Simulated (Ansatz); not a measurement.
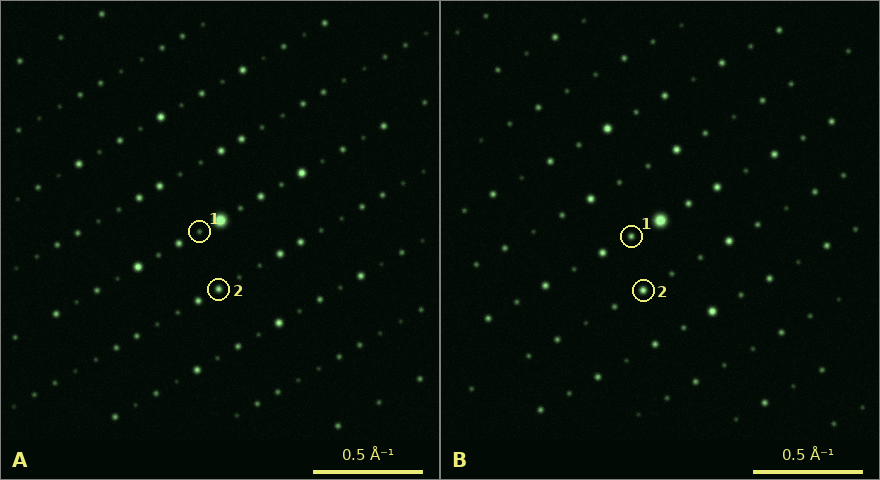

Kinematic electron diffraction patterns (300 kV, B = 0.5 Å², same scale) along [010] of the run's own cell, for the start and the end of one relaxation of Ca2BiRh2 with Ansatz 0.2.0, DFT, PAW plane waves, pbe. k mesh 7×7×7. The start is a generated model structure, and the relaxation ends in the nearest stationary point of its symmetry, not necessarily the ground state. Spot 1 is 0 0 -1 and spot 2 is -1 0 -2 in both.

Start structure:

```
Rh Ca Bi
1.0
     0.00000    4.13558    0.00000
     4.13558    0.00000    0.00000
     2.06779    2.06779   -6.60354
Rh Ca Bi
2 2 1
Cartesian
  4.1356 2.0678 -3.3018
  2.0678 4.1356 -3.3018
  2.0678 2.0678 -2.0603
  4.1356 4.1356 -4.5432
  0.0000 0.0000 0.0000
```

Which pattern belongs to the start structure, and which to the relaxed one?

Answer. B is the start: its cell gives d(1) = 6.604 Å, d(2) = 3.014 Å and an angle of 46.8°. A is the relaxed structure, with d(1) = 9.229 Å (+39.8 %), d(2) = 3.153 Å (+4.6 %) and 59.2°.

Name reflections whose intensity changes strongly on relaxation.

Answer. 1 0 7 comes into sight; 1 0 -4 goes from 11 to 0.81 % of the strongest spot; 0 0 1 goes from 24 to 4 % of the strongest spot; 1 0 3 goes from 7.6 to 32 % of the strongest spot.

What did the relaxation do to the structure and the energy?

Answer. The volume changed by +10.1 % to 24.88 Å³ an atom; with the mean shift removed, the atoms moved by up to 0.60 Å relative to the cell (Ca most); the space group stayed I4/mmm (No. 139); the free energy fell by 900 meV an atom. Relaxed cell: a = 3.671 Å, b = 3.671 Å, c = 9.587 Å, α = 78.96°, β = 78.96°, γ = 90.00°.
